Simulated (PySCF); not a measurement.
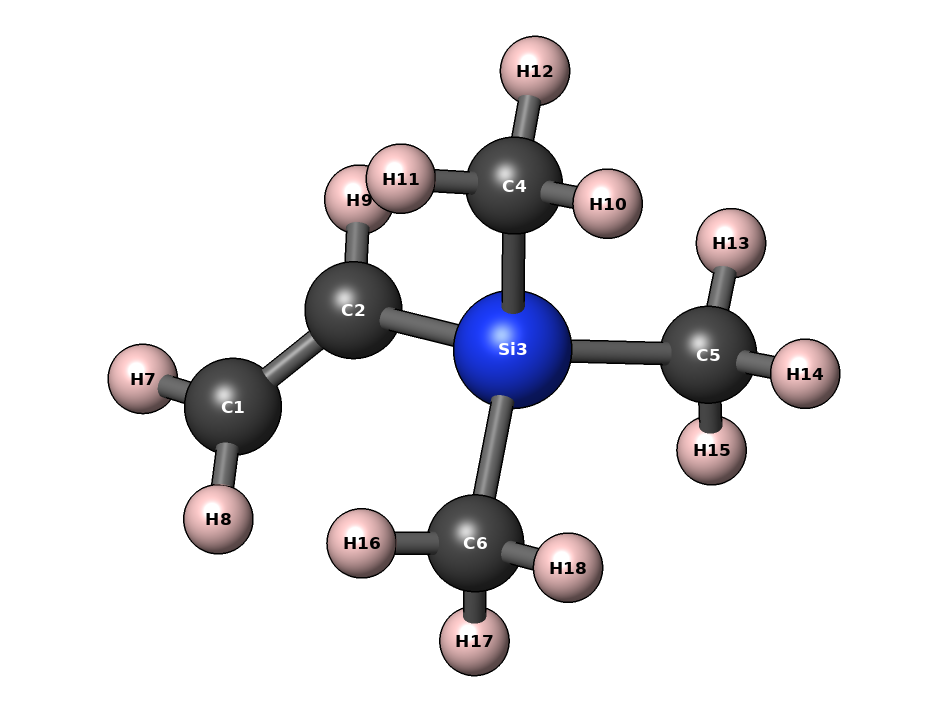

Every bond is drawn as one stick. The computed structure is the end point of a PBE0-D3(BJ)/def2-SVP optimisation. No frequency run is at hand to confirm it as a minimum. Computed with PBE0/cc-pVDZ (PySCF 2.14.0).

Which bond between heavy atoms has the highest Mayer bond order?

Answer. C1–C2, 2.01, at a length of 1.338 Å.

List the Mayer bond orders of C1–C2, C2–Si3, Si3–C4, Si3–C5, Si3–C6 (bonds between heavy atoms, one of each equivalent set). Atoms whose distances differ by more than 0.02 Å in this geometry are listed apart.

```csv
bond,Mayer order,length (Å)
C1–C2,2.01,1.338
C2–Si3,0.99,1.879
Si3–C4,1.04,1.884
Si3–C5,1.04,1.884
Si3–C6,1.04,1.881
```
